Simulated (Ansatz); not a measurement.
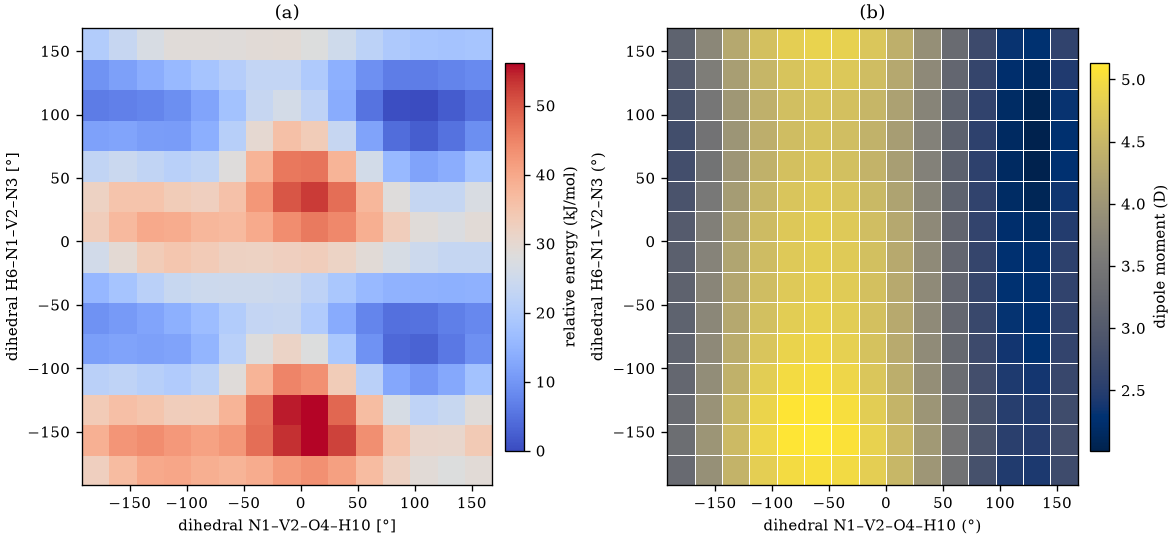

H₅N₂OSV, SMILES [NH2][V]([NH2])([OH])=[S]. The first coordinate is: dihedral N1–V2–O4–H10; the second: dihedral H6–N1–V2–N3. Nothing is relaxed (all other coordinates rigid). The grid has 15 × 15 points. Energies: kJ/mol, counted from the lowest grid point. Theory: Ansatz, RKS PBE0-D4/def2-SVP.

Panel (a) is the energy and panel (b) the computed dipole moment on the same grid.

In the figure: one coloured cell a grid point.

**How does the dipole moment vary over the map, and what is it at the lowest grid point?**

Leaving out the highest fifth of the energies, it runs from 2.01 D at dihedral N1–V2–O4–H10 = 132°, dihedral H6–N1–V2–N3 = 84° to 5.09 D at dihedral N1–V2–O4–H10 = −84°, dihedral H6–N1–V2–N3 = −132°. At the lowest grid point, dihedral N1–V2–O4–H10 = 108°, dihedral H6–N1–V2–N3 = 108°, it is 2.18 D.
